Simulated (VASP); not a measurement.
Energy against volume of BN (zinc blende). Level of theory: HSEsol screened hybrid, VASP's PBE PAW potentials (set 64) (plane waves; VASP).

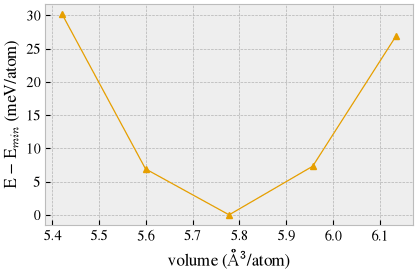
Energy against volume

Task: Estimate the equilibrium volume and the bulk modulus.

Result: The minimum lies near 5.8 Å³/atom, and the curvature gives B0 of about 410 GPa.

Measured: bulk modulus 410 GPa at 0 K (computed value off by +0.7 %), as given by Daniel Mejia-Rodriguez et al., Physical Review B (2018), arXiv:1807.09216 [0 K value with the zero-point phonon effect removed]; a 3.593 Å at 0 K (computed value off by -0.2 %), as given by Tamar Goldzak et al., The Journal of Chemical Physics (2022), arXiv:2208.04865 [corrected for zero-point motion].

The compound is BN in the zinc blende structure. It was relaxed first. The cell's shape comes from a PBE relaxation.
